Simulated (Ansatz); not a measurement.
# CCSD/aug-cc-pVDZ run of COF2 (carbonyl fluoride)

What is the electronic atomisation energy of COF2 (carbonyl fluoride) at CCSD/aug-cc-pVDZ? 

Program for the calculation: Ansatz 0.2.0.

55 further runs of the same task are left out: 55 set aside as unsound or not needed.

## Step 1: The molecule

COF2: 4 atoms, total charge 0, spin state singlet. SMILES: `O=C(F)F`. The shape is that of a PBE0-D4/def2-TZVP optimisation.

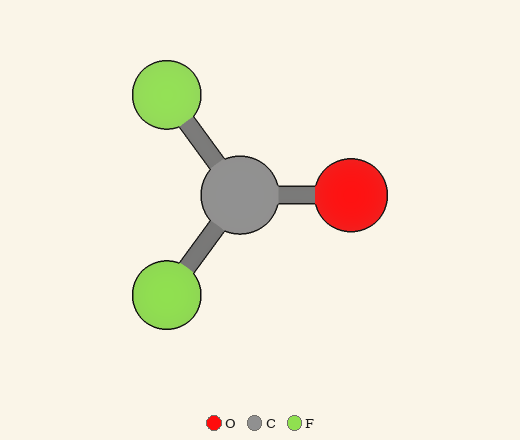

Viewed from a chosen angle; oxygen red, carbon grey, fluorine green.

## Step 2: A single-point energy at CCSD/aug-cc-pVDZ

in.yaml

```yaml
crystal:
  periodic: [false, false, false]
  atoms:
    - symbol: O
      position_ang: [-1.242660, -0.157400, 0.153910]
    - symbol: C
      position_ang: [-0.091830, -0.011630, 0.011370]
    - symbol: F
      position_ang: [0.845490, -0.826670, 0.424670]
    - symbol: F
      position_ang: [0.488990, 0.995700, -0.589960]
basis:
  gaussian: {orbitals: aug-cc-pVDZ}
correlation: {method: ccsd, frozen_orbitals: {C: 1, F: 1, O: 1}}
magnetization: {spin_polarized: false, initial_magnetization: 0}
accuracy: high
scf: {omitted_lower_state_checks: [cluster_reference, increment]}
```

Run with:

```bash
$ ansatz run in.yaml --threads 1 --pin off --max-ram 3480MiB --events-out events.jsonl --progress --plain --runs-dir runs
```

Standard output:

```text
Warning: RAYON_NUM_THREADS=1 ignored (pool sized by the plan → 1); use --threads N
Functional definition: HF
  name "HF"
  exchange = exact_x
  correlation = 0
these checks for a lower state are left out or cut short: cluster_reference, increment
1819 factors; integrals over basis functions are off by at most 3.1e-9 eV
mean field evaluation 1: about -8476.8633 eV, gradient 4.5e1 eV
mean field evaluation 2: about -8476.8663 eV, gradient 4.5e1 eV
mean field evaluation 4: about -8480.5238 eV, gradient 3.2e0 eV
mean field evaluation 8: about -8480.5658 eV, gradient 4.9e-1 eV
mean field evaluation 16: about -8480.5677 eV, gradient 1.4e-8 eV
mean field -8480.56771188 eV, -311.6551150765 hartree, gradient 1.4e-8 eV, S^2 0.000000; 0 other end points of the search recorded, 0 dependent functions left out
4 core orbitals not correlated: weight in the atoms' cores, before any rotation towards them, 1.000 or more for the frozen orbitals, at most 0.000 for the correlated occupied ones
reference -8480.56771188 eV, -311.6551150765 hartree; 12, 12 occupied and 76, 76 virtual orbitals, 1819 factors
second order -19.63153621 eV of doubles, -0.00000000 eV of singles
cycle   1  -19.14288742 eV  change    4.9e-1 eV  update   1.1e-1
cycle   2  -19.62218816 eV  change   -4.8e-1 eV  update   3.1e-2
cycle   3  -19.73166978 eV  change   -1.1e-1 eV  update   1.5e-2
cycle   4  -19.71968484 eV  change    1.2e-2 eV  update   2.8e-3
cycle   5  -19.71725359 eV  change    2.4e-3 eV  update   1.0e-3
cycle   6  -19.71802505 eV  change   -7.7e-4 eV  update   2.6e-4
cycle   7  -19.71796192 eV  change    6.3e-5 eV  update   8.0e-5
cycle   8  -19.71788788 eV  change    7.4e-5 eV  update   2.2e-5
cycle   9  -19.71789169 eV  change   -3.8e-6 eV  update   6.8e-6
cycle  10  -19.71789211 eV  change   -4.2e-7 eV  update   1.9e-6
cycle  11  -19.71789099 eV  change    1.1e-6 eV  update   7.7e-7
cycle  12  -19.71789202 eV  change   -1.0e-6 eV  update   3.2e-7
cycle  13  -19.71789185 eV  change    1.6e-7 eV  update   1.2e-7
cycle  14  -19.71789201 eV  change   -1.6e-7 eV  update   5.8e-8
cycle  15  -19.71789201 eV  change    4.8e-9 eV  update   2.7e-8
cycle  16  -19.71789203 eV  change   -2.2e-8 eV  update   1.1e-7
cycle  17  -19.71789201 eV  change    2.3e-8 eV  update   3.0e-8
cycle  18  -19.71789201 eV  change   -1.8e-9 eV  update   9.3e-9
cycle  19  -19.71789200 eV  change    1.0e-8 eV  update   3.0e-9
cycle  20  -19.71789200 eV  change    1.5e-9 eV  update  8.9e-10
Total energy: -8500.28560388 eV, -312.3797342421 hartree
Checks for a lower state left out: cluster_reference, increment
```

It took 9.6 s on 1 thread of Arm Neoverse V1, shared host; peak memory 0.49 GiB.

## Step 3: The C atom

molecule.yaml

```yaml
crystal:
  periodic: [false, false, false]
  atoms:
    - {symbol: C, position_ang: [0.000000, 0.000000, 0.000000]}
basis:
  gaussian: {orbitals: aug-cc-pVDZ}
magnetization: {spin_polarized: true, initial_magnetization: 2}
correlation: {method: ccsd, frozen_orbitals: {C: 1}}
accuracy: high
scf: {omitted_lower_state_checks: [cluster_reference, increment]}
```

Run with:

```bash
$ ansatz run molecule.yaml --threads 1 --pin off --max-ram 3480MiB --events-out events.jsonl --progress --plain --runs-dir runs
```

Standard output:

```text
Warning: RAYON_NUM_THREADS=1 ignored (pool sized by the plan → 1); use --threads N
[... 4 set-up lines as earlier in the session ...]
these checks for a lower state are left out or cut short: cluster_reference, increment
195 factors; integrals over basis functions are off by at most 2.5e-9 eV
mean field evaluation 1: about -1025.1816 eV, gradient 5.8e0 eV
mean field evaluation 2: about -1025.1825 eV, gradient 5.8e0 eV
mean field evaluation 4: about -1025.5360 eV, gradient 2.7e-1 eV
mean field evaluation 8: about -1025.5363 eV, gradient 2.4e-3 eV
mean field evaluation 16: about -1025.5363 eV, gradient 2.1e-2 eV
mean field evaluation 32: about -1025.5346 eV, gradient 3.2e-1 eV
mean field -1025.53628302 eV, -37.6877632674 hartree, gradient 9.5e-8 eV, S^2 2.009646; 3 other end points of the search recorded, 0 dependent functions left out
1 core orbitals not correlated: weight in the atoms' cores, before any rotation towards them, 1.000 or more for the frozen orbitals, at most 0.000 for the correlated occupied ones
reference -1025.53628302 eV, -37.6877632674 hartree; 3, 1 occupied and 19, 21 virtual orbitals, 195 factors
second order -1.46128833 eV of doubles, -0.00000000 eV of singles
cycle   1  -1.85195713 eV  change   -3.9e-1 eV  update   5.0e-2
cycle   2  -2.04767499 eV  change   -2.0e-1 eV  update   2.2e-2
cycle   3  -2.06197113 eV  change   -1.4e-2 eV  update   5.8e-3
cycle   4  -2.06434284 eV  change   -2.4e-3 eV  update   9.0e-4
cycle   5  -2.06349157 eV  change    8.5e-4 eV  update   2.0e-4
cycle   6  -2.06372467 eV  change   -2.3e-4 eV  update   6.3e-5
cycle   7  -2.06376693 eV  change   -4.2e-5 eV  update   1.8e-5
cycle   8  -2.06373740 eV  change    3.0e-5 eV  update   5.4e-6
cycle   9  -2.06375207 eV  change   -1.5e-5 eV  update   1.7e-6
cycle  10  -2.06374876 eV  change    3.3e-6 eV  update   4.1e-7
cycle  11  -2.06374887 eV  change   -1.1e-7 eV  update   8.2e-8
cycle  12  -2.06374887 eV  change   -2.9e-9 eV  update   2.7e-8
cycle  13  -2.06374887 eV  change    3.1e-9 eV  update   1.2e-8
cycle  14  -2.06374885 eV  change    1.9e-8 eV  update   2.4e-8
cycle  15  -2.06374882 eV  change    2.6e-8 eV  update   8.8e-9
cycle  16  -2.06374882 eV  change   2.3e-10 eV  update   1.5e-9
cycle  17  -2.06374882 eV  change  -2.2e-10 eV  update  2.4e-10
Total energy: -1027.60003184 eV, -37.7636046378 hartree
Checks for a lower state left out: cluster_reference, increment
```

It took 0.24 s on 1 thread of Arm Neoverse V1, shared host.

## Step 4: The F atom, same level

in.yaml

```yaml
crystal:
  periodic: [false, false, false]
  atoms:
    - symbol: F
      position_ang: [0.000000, 0.000000, 0.000000]
basis:
  gaussian:
    orbitals: aug-cc-pVDZ
magnetization:
  spin_polarized: true
  initial_magnetization: 1
correlation:
  method: ccsd
  frozen_orbitals: {F: 1}
accuracy: high
scf:
  omitted_lower_state_checks: [cluster_reference, increment]
```

Run with:

```bash
$ ansatz run in.yaml --threads 1 --pin off --max-ram 3480MiB --events-out events.jsonl --progress --plain --runs-dir runs
```

Standard output:

```text
Warning: RAYON_NUM_THREADS=1 ignored (pool sized by the plan → 1); use --threads N
[... 4 set-up lines as earlier in the session ...]
these checks for a lower state are left out or cut short: cluster_reference, increment
199 factors; integrals over basis functions are off by at most 2.8e-9 eV
mean field evaluation 1: about -2704.1152 eV, gradient 7.3e0 eV
mean field evaluation 2: about -2704.1156 eV, gradient 7.3e0 eV
mean field evaluation 4: about -2704.2942 eV, gradient 7.5e-1 eV
mean field evaluation 8: about -2704.2973 eV, gradient 1.7e-5 eV
mean field evaluation 16: about -2704.2971 eV, gradient 1.3e-1 eV
mean field evaluation 32: about -2704.2971 eV, gradient 1.8e-1 eV
mean field -2704.29727433 eV, -99.3810917930 hartree, gradient 1.3e-8 eV, S^2 0.753642; 3 other end points of the search recorded, 0 dependent functions left out
1 core orbitals not correlated: weight in the atoms' cores, before any rotation towards them, 1.000 or more for the frozen orbitals, at most 0.000 for the correlated occupied ones
reference -2704.29727433 eV, -99.3810917930 hartree; 4, 3 occupied and 18, 19 virtual orbitals, 199 factors
second order -4.20707817 eV of doubles, -0.00000000 eV of singles
cycle   1  -4.44254262 eV  change   -2.4e-1 eV  update   3.5e-2
cycle   2  -4.51583065 eV  change   -7.3e-2 eV  update   9.2e-3
cycle   3  -4.53510011 eV  change   -1.9e-2 eV  update   4.9e-3
cycle   4  -4.53457380 eV  change    5.3e-4 eV  update   1.6e-3
cycle   5  -4.53454815 eV  change    2.6e-5 eV  update   5.9e-4
cycle   6  -4.53496136 eV  change   -4.1e-4 eV  update   1.6e-4
cycle   7  -4.53498015 eV  change   -1.9e-5 eV  update   3.6e-5
cycle   8  -4.53497347 eV  change    6.7e-6 eV  update   9.5e-6
cycle   9  -4.53497140 eV  change    2.1e-6 eV  update   3.1e-6
cycle  10  -4.53497130 eV  change    1.0e-7 eV  update   7.4e-7
cycle  11  -4.53497125 eV  change    5.1e-8 eV  update   1.9e-7
cycle  12  -4.53497132 eV  change   -7.4e-8 eV  update   6.0e-8
cycle  13  -4.53497128 eV  change    4.2e-8 eV  update   1.6e-8
cycle  14  -4.53497129 eV  change   -1.3e-8 eV  update   6.6e-9
cycle  15  -4.53497126 eV  change    3.1e-8 eV  update   1.2e-8
cycle  16  -4.53497127 eV  change   -5.5e-9 eV  update   3.1e-9
cycle  17  -4.53497127 eV  change  -7.4e-10 eV  update  5.9e-10
cycle  18  -4.53497127 eV  change  -1.7e-10 eV  update  1.7e-10
Total energy: -2708.83224560 eV, -99.5477489132 hartree
Checks for a lower state left out: cluster_reference, increment
```

Wall time 0.3 s (1 thread of Arm Neoverse V1, shared host).

## Step 5: The O atom at the same level

job.yaml

```yaml
crystal:
  periodic: [false, false, false]
  atoms:
    - symbol: O
      position_ang: [0.000000, 0.000000, 0.000000]
basis:
  gaussian:
    orbitals: aug-cc-pVDZ
correlation:
  method: ccsd
  frozen_orbitals: {O: 1}
scf:
  omitted_lower_state_checks: [cluster_reference, increment]
magnetization:
  spin_polarized: true
  initial_magnetization: 2
accuracy: high
```

Run with:

```bash
$ ansatz run job.yaml --threads 1 --pin off --max-ram 3480MiB --events-out events.jsonl --progress --plain --runs-dir runs
```

Standard output:

```text
Warning: RAYON_NUM_THREADS=1 ignored (pool sized by the plan → 1); use --threads N
[... 4 set-up lines as earlier in the session ...]
these checks for a lower state are left out or cut short: cluster_reference, increment
200 factors; integrals over basis functions are off by at most 2.1e-9 eV
mean field evaluation 1: about -2034.9999 eV, gradient 7.2e0 eV
mean field evaluation 2: about -2035.0011 eV, gradient 7.2e0 eV
mean field evaluation 4: about -2035.3110 eV, gradient 8.1e-1 eV
mean field evaluation 8: about -2035.3192 eV, gradient 3.5e-5 eV
mean field evaluation 16: about -2035.3190 eV, gradient 7.1e-2 eV
mean field evaluation 32: about -2035.3193 eV, gradient 1.6e-3 eV
mean field -2035.31919302 eV, -74.7966007544 hartree, gradient 2.3e-8 eV, S^2 2.008420; 3 other end points of the search recorded, 0 dependent functions left out
1 core orbitals not correlated: weight in the atoms' cores, before any rotation towards them, 1.000 or more for the frozen orbitals, at most 0.000 for the correlated occupied ones
reference -2035.31919302 eV, -74.7966007544 hartree; 4, 2 occupied and 18, 20 virtual orbitals, 200 factors
second order -3.00321808 eV of doubles, -0.00000000 eV of singles
cycle   1  -3.35173034 eV  change   -3.5e-1 eV  update   3.4e-2
cycle   2  -3.44850214 eV  change   -9.7e-2 eV  update   1.1e-2
cycle   3  -3.46236514 eV  change   -1.4e-2 eV  update   4.6e-3
cycle   4  -3.46139973 eV  change    9.7e-4 eV  update   2.0e-3
cycle   5  -3.46209301 eV  change   -6.9e-4 eV  update   8.3e-4
cycle   6  -3.46242571 eV  change   -3.3e-4 eV  update   2.2e-4
cycle   7  -3.46241416 eV  change    1.2e-5 eV  update   5.7e-5
cycle   8  -3.46240489 eV  change    9.3e-6 eV  update   1.8e-5
cycle   9  -3.46240067 eV  change    4.2e-6 eV  update   4.4e-6
cycle  10  -3.46240062 eV  change    5.2e-8 eV  update   9.2e-7
cycle  11  -3.46240067 eV  change   -4.8e-8 eV  update   2.6e-7
cycle  12  -3.46240076 eV  change   -9.7e-8 eV  update   9.4e-8
cycle  13  -3.46240075 eV  change    1.1e-8 eV  update   2.9e-8
cycle  14  -3.46240075 eV  change   7.6e-10 eV  update   1.0e-8
cycle  15  -3.46240068 eV  change    7.5e-8 eV  update   1.5e-8
cycle  16  -3.46240067 eV  change    7.8e-9 eV  update   4.9e-9
cycle  17  -3.46240067 eV  change    3.1e-9 eV  update   1.6e-9
cycle  18  -3.46240067 eV  change   5.6e-10 eV  update  7.7e-10
cycle  19  -3.46240067 eV  change   2.3e-10 eV  update  3.0e-10
Total energy: -2038.78159368 eV, -74.9238416320 hartree
Checks for a lower state left out: cluster_reference, increment
```

It took 0.3 s on 1 thread of Arm Neoverse V1, shared host.

## Step 6: Results

Level: CCSD/aug-cc-pVDZ, 4 core orbitals frozen.

| quantity | value |
| --- | --- |
| molecule: total energy | -312.37973 Eh |
| molecule: correlation energy (4 core orbitals frozen) | -724.6 mEh |
| molecule: T1 diagnostic | 0.015 |
| C atom: total energy | -37.76360 Eh |
| C atom: correlation energy (1 core orbital frozen) | -75.8 mEh |
| C atom: ⟨S²⟩ of the reference determinant | 2.010 |
| C atom: T1 diagnostic | 0.010 |
| F atom: total energy | -99.54775 Eh |
| F atom: correlation energy (1 core orbital frozen) | -166.7 mEh |
| F atom: ⟨S²⟩ of the reference determinant | 0.754 |
| F atom: T1 diagnostic | 0.010 |
| O atom: total energy | -74.92384 Eh |
| O atom: correlation energy (1 core orbital frozen) | -127.2 mEh |
| O atom: ⟨S²⟩ of the reference determinant | 2.008 |
| O atom: T1 diagnostic | 0.010 |
| electronic atomisation energy | 16.239 eV |

**Reading.** Taking the molecule apart into free atoms costs 16.24 eV (374 kcal/mol), before zero-point energy and without spin-orbit coupling.
